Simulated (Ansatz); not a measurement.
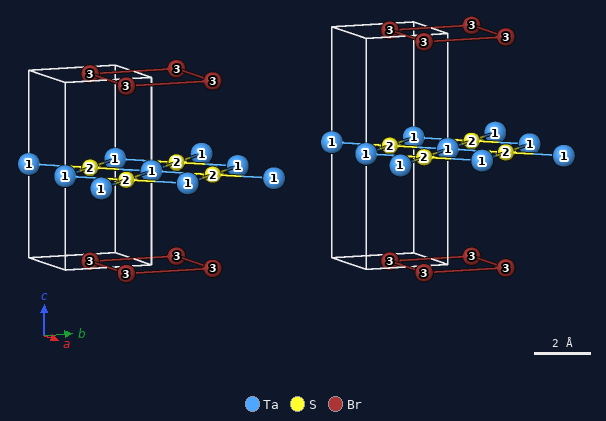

Two geometries of solid TaSBr (a generated structure, set up in P4/mmm) (coarse preliminary run), drawn at one scale. One is the start of a relaxation, the other its converged end. Style: ball-and-stick. Shown: the cell of the calculation, repeated 2 × 2 × 1 with one cell outlined, slightly off an axis.

Level of theory: DFT PBE, scalar-relativistic, plane waves, PAW (Ansatz). Set-up: plane-wave cutoff 420 eV; k-point mesh 6 × 6 × 2; occupations gaussian; smearing width 0.1 eV; collinear spin; cell and atoms relaxed; force threshold 0.04 eV/Å; at most 70 steps.

Question: Which one is relaxed?

Answer: The left one is the relaxed one. The atoms keep their places relative to the cell (all moves are under 0.005 Å). The drawn cell changes as follows: a = b 3.218 → 3.401 Å (+5.7 %), c 8.473 → 6.879 Å (−18.8 %); the volume changes by −9.3 %. Some distances before and after: Br3–Br3 3.218 → 3.401 Å, Ta1–Ta1 3.218 → 3.401 Å, Ta1–S2 2.276 → 2.405 Å. The space group stays P4/mmm (No. 123). Over 5 accepted moves (6 points after the start) the energy falls by 198 meV per atom. All forces vanish by symmetry, so only the cell relaxes. The pressure goes from 10.83 to 0.09 GPa. At 1 point the geometry stayed and the basis and grid were re-selected for the new cell (energy shift of 0.1 meV per atom at most each time).

Limits of the set-up: the k-point mesh is coarse for a cell with partly filled bands.
